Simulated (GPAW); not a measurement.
Consider MnO2 (Pyrolusite, P4_2/mnm).

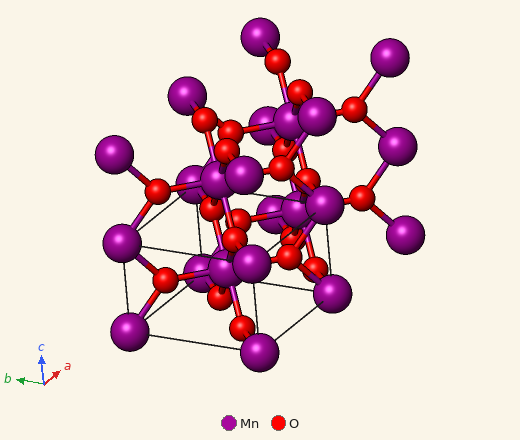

The structure (manganese purple, oxygen red). 2×1×2 cells are drawn. Some periodic images of atoms are drawn too.

```xyz
6
Lattice="4.3983 0.0000 0.0000 0.0000 4.3983 0.0000 0.0000 0.0000 2.8730" Properties=species:S:1:pos:R:3 pbc="T T T"
Mn    2.1991    2.1991    1.4365
Mn    0.0000    0.0000    0.0000
O     3.5413    0.8570    1.4365
O     3.0562    3.0562    0.0000
O     0.8570    3.5413    1.4365
O     1.3421    1.3421    0.0000
```

Absorber: atom 3, with 2 Mn at 1.88 Å and 1 Mn at 1.90 Å (distorted trigonal planar, site symmetry m2m). Method: GPAW, LDA, excited-electron core hole (neutral cell), 12-atom cell with 5.3 Å between holes, 5×5×5 k points, dipole transitions, Gaussian full width 0.9 eV up to 4 eV, rising linearly to 3.5 eV at 25 eV.

Q: What does the O K edge look like?

Main maxima up to 24 eV above the zero (height): 1.2 eV (1.68), 3.0 eV (1.96) and 14.2 eV (2.24). A K edge sees empty p states; the first features are O p mixed into the empty d states of the Mn neighbours, and the broad ones above probably into the cations' higher empty bands. The total-energy difference is 524.37 eV. The functional leaves an error in such absolute values: in the free atom LDA prices this hole 4.1 eV below PBE (computed apart), and PBE is itself good to a few eV.

The O K spectrum (energy from the lowest empty level; intensity scaled to a mean of 1 over the first 20 eV; polarised curves are means over the symmetry-equivalent atoms):

| E (eV) | isotropic | ε ⊥ c | ε ∥ c |
| --- | --- | --- | --- |
| -2.0 | 0.00 | 0.00 | 0.00 |
| -0.5 | 0.08 | 0.08 | 0.08 |
| 1.0 | 1.64 | 1.65 | 1.62 |
| 2.5 | 1.26 | 1.07 | 1.65 |
| 4.0 | 0.31 | 0.30 | 0.32 |
| 5.5 | 0.00 | 0.00 | 0.00 |
| 7.0 | 0.02 | 0.02 | 0.02 |
| 8.5 | 0.26 | 0.26 | 0.27 |
| 10.0 | 1.09 | 1.06 | 1.15 |
| 11.5 | 1.57 | 1.31 | 2.08 |
| 13.0 | 1.89 | 1.63 | 2.42 |
| 14.5 | 2.22 | 2.28 | 2.09 |
| 16.0 | 1.54 | 1.85 | 0.93 |
| 17.5 | 0.67 | 0.81 | 0.41 |
| 19.0 | 0.38 | 0.40 | 0.33 |
| 20.5 | 0.39 | 0.34 | 0.50 |
| 22.0 | 0.48 | 0.40 | 0.63 |
| 23.5 | 0.59 | 0.63 | 0.52 |
| 25.0 | 0.71 | 0.84 | 0.45 |
| 26.5 | 0.67 | 0.77 | 0.47 |
| 28.0 | 0.61 | 0.68 | 0.48 |
| 29.5 | 0.57 | 0.59 | 0.53 |
| 31.0 | 0.56 | 0.48 | 0.71 |

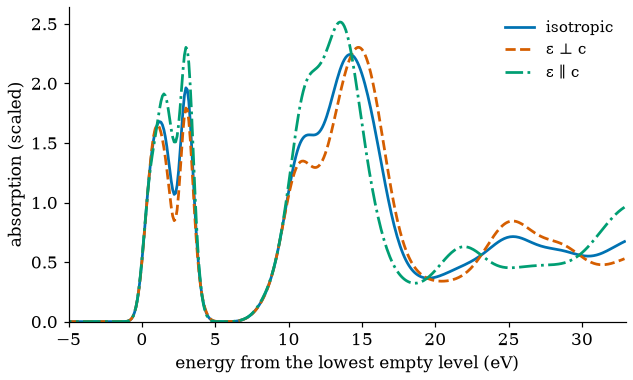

The O K edge.

The hole lies in one spin channel, while the script sums the empty states of both and takes the lower zero; where the two channels are split, this blurs and shifts the curve. The unit cell's mesh shows no gap over 0.35 eV. That is right for a metallic compound; for a small-gap or correlated insulator it would be the fault of the functional or of the assumed magnetic order, and the hole would be screened too well. The spins start antiferromagnetically in a simple order, which needn't be the measured one; gap and edge can depend on it. The holes are only 5.3 Å apart, so the shape is probably not converged with cell size; no larger cell was run here. The mesh is coarse (0.30 Å⁻¹ between points), so small maxima may be mesh ripples. Lifetime broadening is put in by hand, and intensities beyond about 20 eV depend on it and on the partial waves; weight that the partial waves miss at high energy is lost. The structure is a published determination, not relaxed.

[Banner, clock and machine lines of the logs are left out without a mark of their own.]

[Logs are printed without paths, hosts, clocks, repeated set-up lines and the standing remarks that a program may print on its own settings, such as how far it seeks lower states.]

[Hosts, paths, dates, database ids (printed as entryN), source tags and the programs' standing remarks are cut or masked in the printed files.]

[Lists of maxima count a maximum above −3 eV only where it reaches 4 % of the highest in the window and stands out from its surroundings by 2 % of it (1.5 % where it reaches 55 %); shoulders and weaker maxima are passed over, and of the rest the first, up to two pre-edge ones and the few strongest are named.]
